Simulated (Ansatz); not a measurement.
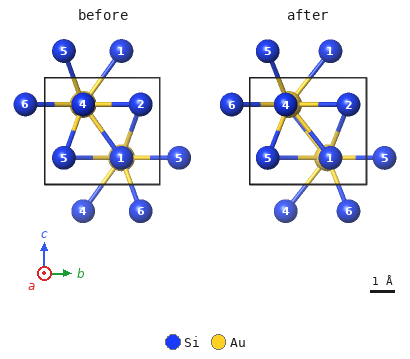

The structure of crystalline Si$_{3}$Au (built on the Ni3Sn (D0_19)_194 type) (coarse preliminary run) before (left) and after (right) a relaxation, at one scale.

A ball-and-stick model of the cell of the calculation, seen along the a axis.

Case: Ni3Sn (D0_19) type (P6_3/mmc, No. 194).

Method: DFT PBE, scalar-relativistic, plane waves, PAW (Ansatz). Settings: plane-wave cutoff 420 eV; k-point mesh 6 × 6 × 4; occupations gaussian; smearing width 0.1 eV; no spin polarisation; cell and atoms relaxed; force threshold 0.04 eV/Å; at most 70 steps.

> Summarise the run.

The largest moves relative to the cell, 0.13 Å, are those of Si atoms. Au stays in place. The volume changes by +2.7 %, with a = b 5.689 → 5.768 Å (+1.4 %), c 4.566 → 4.560 Å (−0.1 %). Among the contacts that change: Au–Si 2.810 → 2.898 Å, Au–Si 2.844 → 2.887 Å. Among the angles between lasting bonds that change: Au–Si–Au 108.7° → 103.7°, Au–Si–Au 179.9° → 175.1°. The space group stays P6_3/mmc (No. 194). Over 3 accepted moves (5 points after the start) the energy falls by 25.8 meV per atom. The largest force component goes from 0.43 to 0.011 eV/Å. Pressure: 1.84 GPa at the start and −0.09 GPa at the end. The line search rejected the trial step at point 2 of the run. At 1 point the geometry stayed and the basis and grid were re-selected for the new cell (energy shift of 0.1 meV per atom at most each time). Cost: 34 s on 1 thread of Arm Neoverse V2 (shared host), peak memory 0.41 GiB.
